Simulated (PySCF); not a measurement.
Si3N3H8 (charge +1): geometry relaxation

System: Si3N3H8, charge +1.
Method: PBE0-D3(BJ)/def2-SVP geometry optimisation, gas phase (PySCF 2.14.0).

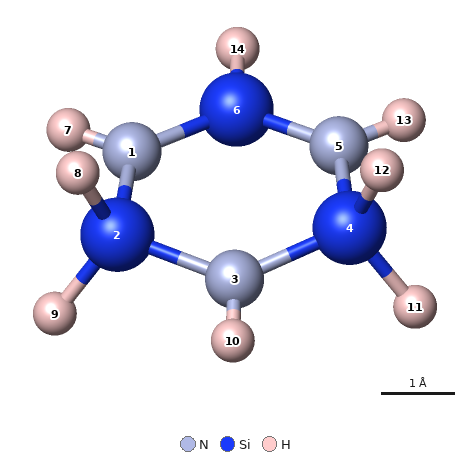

**Figure 1.** The input geometry (ball-and-stick view, seen at a tilt; atoms are numbered from 1 in the order of the input).

Key numbers:

| quantity | value |
| --- | --- |
| outcome | converged |
| total energy | −1036.503743 hartree |
| point group | Cs |
| hardware | 1 CPU thread, shared host |
| wall time | 2.8 min |
| peak memory | 0.79 GiB |

The input:
```
{"job": {"xc": "PBE0", "basis": "def2-SVP", "d3": "d3bj", "grid": 2, "kind": "geom", "shake": 0.01}, "charge": 1, "multiplicity": 1}
N      0.338730     1.022689     1.318302
Si     0.201781    -0.723127     1.630400
N     -0.420168    -1.378946     0.140927
Si    -0.222417    -0.926071    -1.520836
N     -0.048880     0.851646    -1.487772
Si     0.163657     1.853316    -0.148999
H      0.495756     1.591362     2.148142
H      1.587884    -1.121708     1.949396
H     -0.802054    -0.866757     2.692980
H     -0.794772    -2.300761     0.278694
H     -1.534920    -1.163858    -2.183413
H      0.955956    -1.429845    -2.163571
H     -0.116360     1.291965    -2.403176
H      0.189330     3.285489    -0.236666
```

The first line tells a small driver script what to run in PySCF; the rest is the geometry in Å.

Command:
```bash
OMP_NUM_THREADS=1 python <driver script> task.json out
```

The program's output:
```
step   0  E = -1036.49533525  max force = 0.046268
step   1  E = -1036.50114639  max force = 0.009297
step   2  E = -1036.50162891  max force = 0.010382
step   3  E = -1036.50262796  max force = 0.001925
step   4  E = -1036.50279551  max force = 0.001397
step   5  E = -1036.50302773  max force = 0.001325
step   6  E = -1036.50318225  max force = 0.001806
step   7  E = -1036.50336921  max force = 0.001290
step   8  E = -1036.50352148  max force = 0.001238
step   9  E = -1036.50366478  max force = 0.000975
step  10  E = -1036.50372530  max force = 0.000964
step  11  E = -1036.50374096  max force = 0.000344
step  12  E = -1036.50374303  max force = 0.000103
optimisation converged
```

Trajectory as extended XYZ (Å, eV, eV/Å), 13 frames, from step=0 to step=12:
```
14
Properties=species:S:1:pos:R:3:forces:R:3 step=0 energy=-28204.47468
N     0.3387    1.0227    1.3183   -0.1896   1.3619  -1.1357
Si    0.2018   -0.7231    1.6304   -0.0258  -0.1856  -0.6812
N    -0.4202   -1.3789    0.1409    0.6429   0.6816   0.3074
Si   -0.2224   -0.9261   -1.5208   -1.3204   0.1394   0.7738
N    -0.0489    0.8517   -1.4878    0.2363   1.0545   0.7347
Si    0.1637    1.8533   -0.1490   -0.0947  -2.3792   0.3983
H     0.4958    1.5914    2.1481    0.0545   0.1199   0.0918
H     1.5879   -1.1217    1.9494    0.0566  -0.2268   0.2590
H    -0.8021   -0.8668    2.6930   -0.0163  -0.1980   0.3342
H    -0.7948   -2.3008    0.2787   -0.4401  -0.6480  -0.0309
H    -1.5349   -1.1639   -2.1834    0.2742  -0.1757  -0.2761
H     0.9560   -1.4299   -2.1636    0.7632  -0.4430  -0.6176
H    -0.1164    1.2920   -2.4032    0.0053   0.1405  -0.0992
H     0.1893    3.2855   -0.2367    0.0540   0.7586  -0.0583
14
Properties=species:S:1:pos:R:3:forces:R:3 step=1 energy=-28204.63281
N     0.2599    1.0683    1.2991    0.1527  -0.4101  -0.1304
Si    0.2149   -0.7124    1.6110   -0.0558  -0.0659   0.3396
N    -0.4366   -1.3822    0.1497   -0.1220  -0.1053  -0.1129
Si   -0.3041   -0.9917   -1.5361    0.1911   0.0029  -0.1581
N    -0.1203    0.8058   -1.5406    0.0114  -0.2125   0.1329
Si    0.1599    1.7485   -0.2069   -0.1717   0.4781  -0.0426
H     0.4555    1.6681    2.1021    0.0077   0.0293  -0.0653
H     1.5897   -1.1497    1.9735    0.0309   0.0953  -0.1439
H    -0.6830   -0.9423    2.7730   -0.0642  -0.0037  -0.1226
H    -0.9323   -2.2640    0.3015   -0.0079   0.1098   0.0538
H    -1.5036   -1.3454   -2.3310   -0.1547   0.0195   0.1737
H     0.8882   -1.5357   -2.2304    0.1189   0.0179   0.0553
H    -0.1692    1.2605   -2.4541    0.0539   0.0364   0.0526
H     0.2878    3.2074   -0.3485    0.0096   0.0084  -0.0324
14
Properties=species:S:1:pos:R:3:forces:R:3 step=2 energy=-28204.64594
N     0.2695    1.0407    1.2471    0.1719   0.2748   0.2719
Si    0.2093   -0.7289    1.6025   -0.0340   0.0065  -0.0452
N    -0.4558   -1.4068    0.1545   -0.0466  -0.1329  -0.0137
Si   -0.2868   -0.9960   -1.5197    0.0558   0.0118   0.0188
N    -0.1125    0.8030   -1.5014    0.0087   0.1960  -0.3434
Si    0.1426    1.8142   -0.2137   -0.1050  -0.5339   0.0929
H     0.4764    1.6304    2.0537    0.0077   0.0085   0.0791
H     1.5945   -1.1496    1.9359    0.0309   0.0564  -0.0397
H    -0.6930   -0.9406    2.7606   -0.0345   0.0125  -0.0311
H    -0.9659   -2.2776    0.3098   -0.0342   0.0667  -0.0011
H    -1.5038   -1.3405   -2.2948   -0.0398   0.0244   0.0587
H     0.9218   -1.5335   -2.1977    0.0330   0.0634   0.0291
H    -0.1537    1.2461   -2.4200    0.0014  -0.0295  -0.0744
H     0.2641    3.2744   -0.3544   -0.0152  -0.0247  -0.0020
14
Properties=species:S:1:pos:R:3:forces:R:3 step=3 energy=-28204.67312
N     0.2814    1.0454    1.2708    0.0629   0.0624  -0.0012
Si    0.2094   -0.7260    1.6064    0.0227  -0.0409   0.0323
N    -0.4563   -1.3946    0.1527    0.0213  -0.0032   0.0145
Si   -0.2816   -0.9922   -1.5237    0.0049  -0.0754  -0.0990
N    -0.1130    0.8056   -1.5294    0.0158   0.0021  -0.0140
Si    0.1333    1.7775   -0.2097   -0.0437  -0.0345   0.0402
H     0.4913    1.6417    2.0727   -0.0008   0.0112  -0.0069
H     1.5978   -1.1443    1.9275    0.0170   0.0193  -0.0111
H    -0.6999   -0.9418    2.7569   -0.0242  -0.0140  -0.0118
H    -0.9770   -2.2578    0.3092   -0.0716   0.0378  -0.0051
H    -1.5088   -1.3418   -2.2807   -0.0008  -0.0036   0.0267
H     0.9329   -1.5283   -2.1933    0.0008   0.0428   0.0266
H    -0.1508    1.2546   -2.4459    0.0103  -0.0045   0.0060
H     0.2479    3.2375   -0.3512   -0.0145   0.0007   0.0027
14
Properties=species:S:1:pos:R:3:forces:R:3 step=4 energy=-28204.67768
N     0.2938    1.0470    1.2743    0.0212   0.0030  -0.0151
Si    0.2140   -0.7260    1.6062    0.0246  -0.0356   0.0136
N    -0.4599   -1.3890    0.1523    0.0396  -0.0042   0.0223
Si   -0.2775   -0.9965   -1.5262   -0.0004  -0.0377  -0.0360
N    -0.1102    0.8011   -1.5318    0.0068  -0.0037   0.0148
Si    0.1246    1.7704   -0.2075   -0.0156   0.0264  -0.0051
H     0.5060    1.6466    2.0731   -0.0034   0.0039  -0.0116
H     1.6039   -1.1462    1.9198    0.0002   0.0097  -0.0009
H    -0.7009   -0.9421    2.7524   -0.0035  -0.0166  -0.0031
H    -1.0017   -2.2385    0.3109   -0.0718   0.0389   0.0064
H    -1.5074   -1.3476   -2.2767    0.0086  -0.0178   0.0009
H     0.9432   -1.5268   -2.1865    0.0004   0.0179   0.0068
H    -0.1448    1.2515   -2.4475    0.0065   0.0116   0.0053
H     0.2236    3.2314   -0.3504   -0.0133   0.0042   0.0017
14
Properties=species:S:1:pos:R:3:forces:R:3 step=5 energy=-28204.68400
N     0.3201    1.0462    1.2728   -0.0412  -0.0534  -0.0088
Si    0.2276   -0.7288    1.6054    0.0077   0.0043  -0.0266
N    -0.4709   -1.3773    0.1558    0.0632  -0.0279  -0.0085
Si   -0.2658   -1.0054   -1.5267   -0.0177   0.0224   0.0670
N    -0.1037    0.7938   -1.5376   -0.0160  -0.0186   0.0216
Si    0.1050    1.7613   -0.2069    0.0365   0.0681  -0.0376
H     0.5362    1.6520    2.0657   -0.0048   0.0005  -0.0049
H     1.6186   -1.1559    1.9026   -0.0119  -0.0048   0.0092
H    -0.6931   -0.9437    2.7472    0.0285  -0.0134   0.0181
H    -1.0706   -2.1854    0.3213   -0.0579   0.0486   0.0093
H    -1.4952   -1.3662   -2.2718    0.0219  -0.0306  -0.0349
H     0.9678   -1.5274   -2.1649    0.0047  -0.0155  -0.0133
H    -0.1319    1.2473   -2.4519   -0.0070   0.0156   0.0069
H     0.1625    3.2247   -0.3485   -0.0059   0.0047   0.0024
14
Properties=species:S:1:pos:R:3:forces:R:3 step=6 energy=-28204.68820
N     0.3366    1.0450    1.2686   -0.0642  -0.0580   0.0094
Si    0.2396   -0.7310    1.6030   -0.0142   0.0253  -0.0341
N    -0.4823   -1.3684    0.1598    0.0685  -0.0487  -0.0220
Si   -0.2556   -1.0131   -1.5239   -0.0183   0.0490   0.0929
N    -0.1006    0.7880   -1.5413   -0.0291  -0.0143   0.0103
Si    0.0908    1.7569   -0.2083    0.0582   0.0521  -0.0439
H     0.5558    1.6549    2.0576   -0.0059  -0.0021   0.0012
H     1.6310   -1.1653    1.8851   -0.0104  -0.0087   0.0008
H    -0.6757   -0.9455    2.7493    0.0377  -0.0070   0.0229
H    -1.1357   -2.1321    0.3312   -0.0403   0.0469   0.0107
H    -1.4759   -1.3883   -2.2761    0.0225  -0.0241  -0.0403
H     0.9897   -1.5311   -2.1409    0.0091  -0.0241  -0.0111
H    -0.1256    1.2433   -2.4548   -0.0167   0.0118   0.0025
H     0.1145    3.2218   -0.3470    0.0031   0.0020   0.0007
14
Properties=species:S:1:pos:R:3:forces:R:3 step=7 energy=-28204.69329
N     0.3486    1.0430    1.2620   -0.0663  -0.0234   0.0288
Si    0.2535   -0.7339    1.5982   -0.0348   0.0328  -0.0182
N    -0.5000   -1.3590    0.1665    0.0630  -0.0660  -0.0289
Si   -0.2416   -1.0228   -1.5159   -0.0141   0.0449   0.0644
N    -0.1013    0.7812   -1.5459   -0.0356   0.0025  -0.0080
Si    0.0759    1.7532   -0.2123    0.0652   0.0042  -0.0267
H     0.5715    1.6568    2.0469   -0.0065  -0.0021   0.0072
H     1.6466   -1.1768    1.8529   -0.0009  -0.0077  -0.0186
H    -0.6411   -0.9503    2.7602    0.0309   0.0044   0.0171
H    -1.2249   -2.0526    0.3449   -0.0175   0.0318   0.0083
H    -1.4399   -1.4231   -2.2900    0.0137  -0.0024  -0.0281
H     1.0217   -1.5366   -2.0991    0.0130  -0.0181   0.0082
H    -0.1257    1.2373   -2.4591   -0.0253   0.0005  -0.0030
H     0.0636    3.2189   -0.3469    0.0152  -0.0013  -0.0025
14
Properties=species:S:1:pos:R:3:forces:R:3 step=8 energy=-28204.69743
N     0.3451    1.0423    1.2584   -0.0453   0.0194   0.0296
Si    0.2596   -0.7352    1.5934   -0.0274   0.0173   0.0055
N    -0.5136   -1.3572    0.1719    0.0413  -0.0637  -0.0177
Si   -0.2322   -1.0292   -1.5072    0.0004   0.0143   0.0075
N    -0.1081    0.7769   -1.5481   -0.0267   0.0190  -0.0171
Si    0.0709    1.7526   -0.2169    0.0458  -0.0340  -0.0005
H     0.5698    1.6577    2.0417   -0.0062  -0.0015   0.0071
H     1.6564   -1.1811    1.8197    0.0074  -0.0009  -0.0306
H    -0.6081   -0.9560    2.7746    0.0104   0.0115   0.0040
H    -1.2854   -1.9964    0.3540   -0.0079   0.0148   0.0049
H    -1.4065   -1.4500   -2.3070    0.0001   0.0162  -0.0062
H     1.0471   -1.5390   -2.0596    0.0122  -0.0016   0.0247
H    -0.1371    1.2317   -2.4619   -0.0245  -0.0078  -0.0061
H     0.0488    3.2182   -0.3506    0.0205  -0.0031  -0.0050
14
Properties=species:S:1:pos:R:3:forces:R:3 step=9 energy=-28204.70133
N     0.3297    1.0436    1.2573   -0.0128   0.0477   0.0148
Si    0.2615   -0.7357    1.5878   -0.0007  -0.0118   0.0261
N    -0.5262   -1.3628    0.1775    0.0120  -0.0392   0.0040
Si   -0.2235   -1.0356   -1.4966    0.0137  -0.0253  -0.0501
N    -0.1212    0.7726   -1.5490   -0.0061   0.0268  -0.0157
Si    0.0714    1.7522   -0.2223    0.0099  -0.0427   0.0186
H     0.5546    1.6596    2.0402   -0.0047  -0.0007   0.0051
H     1.6650   -1.1774    1.7764    0.0109   0.0069  -0.0294
H    -0.5729   -0.9625    2.7910   -0.0131   0.0118  -0.0077
H    -1.3372   -1.9501    0.3623   -0.0052   0.0032  -0.0009
H    -1.3703   -1.4739   -2.3263   -0.0120   0.0236   0.0143
H     1.0751   -1.5368   -2.0119    0.0070   0.0150   0.0303
H    -0.1599    1.2243   -2.4641   -0.0157  -0.0127  -0.0043
H     0.0605    3.2176   -0.3600    0.0169  -0.0025  -0.0053
14
Properties=species:S:1:pos:R:3:forces:R:3 step=10 energy=-28204.70298
N     0.3172    1.0456    1.2582    0.0018   0.0372   0.0005
Si    0.2623   -0.7359    1.5842    0.0091  -0.0200   0.0234
N    -0.5337   -1.3692    0.1813    0.0074  -0.0136   0.0127
Si   -0.2170   -1.0413   -1.4898    0.0077  -0.0303  -0.0496
N    -0.1307    0.7684   -1.5494    0.0062   0.0193  -0.0067
Si    0.0714    1.7501   -0.2256   -0.0059  -0.0217   0.0162
H     0.5412    1.6625    2.0406   -0.0036  -0.0008   0.0021
H     1.6719   -1.1701    1.7432    0.0055   0.0058  -0.0166
H    -0.5531   -0.9665    2.7991   -0.0149   0.0065  -0.0073
H    -1.3688   -1.9209    0.3673   -0.0054  -0.0003  -0.0032
H    -1.3482   -1.4876   -2.3357   -0.0105   0.0149   0.0134
H     1.0964   -1.5319   -1.9763    0.0020   0.0122   0.0198
H    -0.1775    1.2170   -2.4656   -0.0071  -0.0084  -0.0018
H     0.0752    3.2150   -0.3692    0.0077  -0.0007  -0.0032
14
Properties=species:S:1:pos:R:3:forces:R:3 step=11 energy=-28204.70341
N     0.3117    1.0474    1.2591    0.0040   0.0141  -0.0034
Si    0.2632   -0.7359    1.5832    0.0040  -0.0098   0.0072
N    -0.5354   -1.3725    0.1832    0.0060  -0.0049   0.0082
Si   -0.2135   -1.0452   -1.4875    0.0010  -0.0121  -0.0177
N    -0.1339    0.7654   -1.5498    0.0078   0.0074  -0.0011
Si    0.0706    1.7482   -0.2271   -0.0067  -0.0047   0.0059
H     0.5338    1.6652    2.0413   -0.0024   0.0001   0.0005
H     1.6760   -1.1647    1.7283    0.0007   0.0021  -0.0042
H    -0.5474   -0.9678    2.8009   -0.0063   0.0020  -0.0031
H    -1.3816   -1.9071    0.3692   -0.0032   0.0003  -0.0021
H    -1.3408   -1.4929   -2.3373   -0.0041   0.0046   0.0055
H     1.1070   -1.5296   -1.9596   -0.0001   0.0030   0.0055
H    -0.1849    1.2123   -2.4666   -0.0019  -0.0021  -0.0001
H     0.0818    3.2126   -0.3748    0.0011   0.0000  -0.0012
14
Properties=species:S:1:pos:R:3:forces:R:3 step=12 energy=-28204.70346
N     0.3108    1.0483    1.2592    0.0024   0.0024  -0.0011
Si    0.2636   -0.7355    1.5836   -0.0010  -0.0008  -0.0002
N    -0.5341   -1.3733    0.1836    0.0042  -0.0044   0.0026
Si   -0.2125   -1.0465   -1.4875   -0.0013  -0.0005  -0.0010
N    -0.1329    0.7643   -1.5502    0.0053   0.0004  -0.0006
Si    0.0700    1.7476   -0.2275   -0.0035   0.0006   0.0009
H     0.5313    1.6667    2.0414   -0.0018   0.0001   0.0000
H     1.6769   -1.1627    1.7278   -0.0003   0.0005   0.0001
H    -0.5489   -0.9671    2.8001   -0.0009   0.0005  -0.0003
H    -1.3818   -1.9057    0.3694   -0.0011   0.0014  -0.0008
H    -1.3414   -1.4930   -2.3357   -0.0006   0.0005   0.0010
H     1.1085   -1.5304   -1.9580   -0.0004  -0.0006  -0.0003
H    -0.1848    1.2108   -2.4671   -0.0004  -0.0002   0.0002
H     0.0817    3.2119   -0.3766   -0.0005   0.0002  -0.0005
```

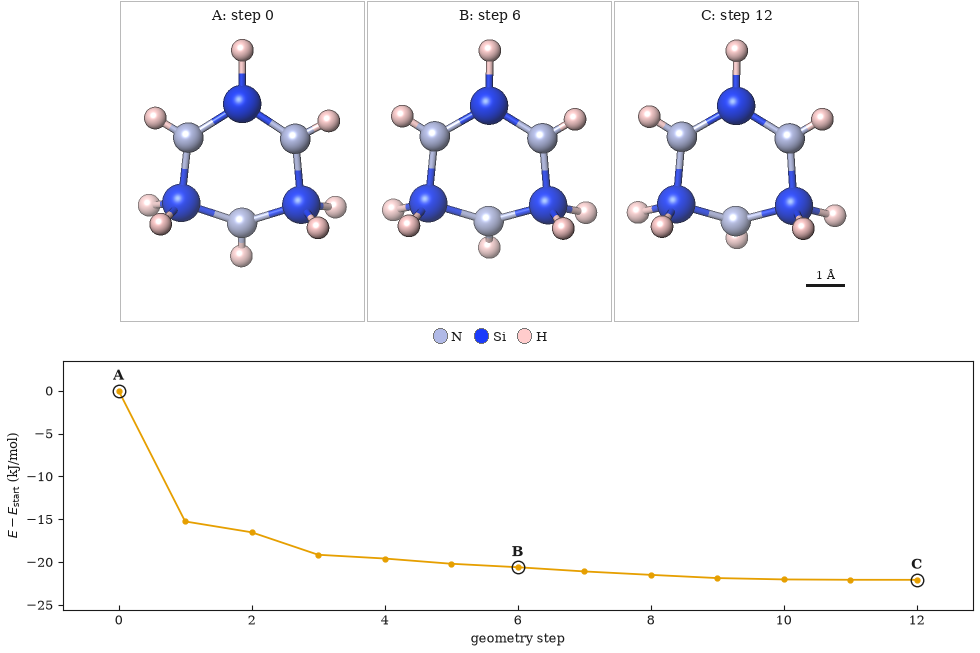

**Figure 2.** Frames of the relaxation (ball-and-stick view, seen at a tilt) above the curves, on which the letters mark them (steps are counted from 0).

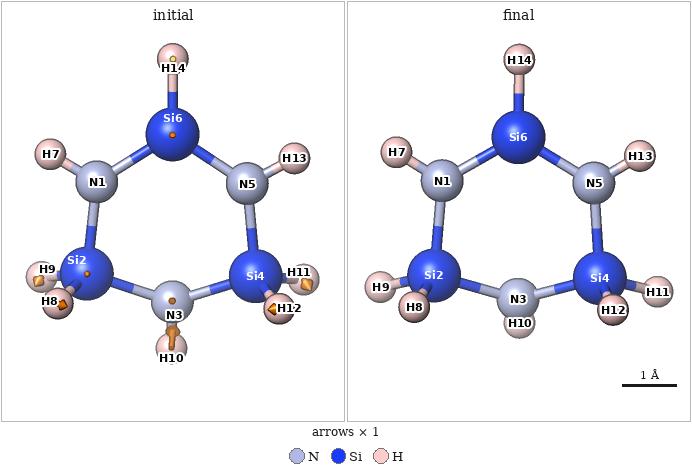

**Figure 3.** Before (left) and after (right) the relaxation, at one scale (ball-and-stick view, seen at a tilt). The orange arrows give the displacements, at true length. The largest move after the best rigid fit is that of H10, 0.71 Å. Largest moves by element: H 0.71 Å, N 0.10 Å, Si 0.10 Å. Distances before and after: Si4–H12 1.434 → 1.483 Å, Si6–H14 1.435 → 1.472 Å, N1–Si2 1.779 → 1.814 Å, N1–Si6 1.695 → 1.661 Å. Among the angles that change: N1–Si6–N5 114.2° → 118.8°, H11–Si4–H12 118.0° → 113.5°, Si2–N3–Si4 132.9° → 128.6°. Over 12 geometry steps the energy falls by 22.1 kJ/mol. Largest force component: 2.4 eV/Å at the start, 0.0053 eV/Å at the end. (Atoms are counted from 1 in the order of the input.)
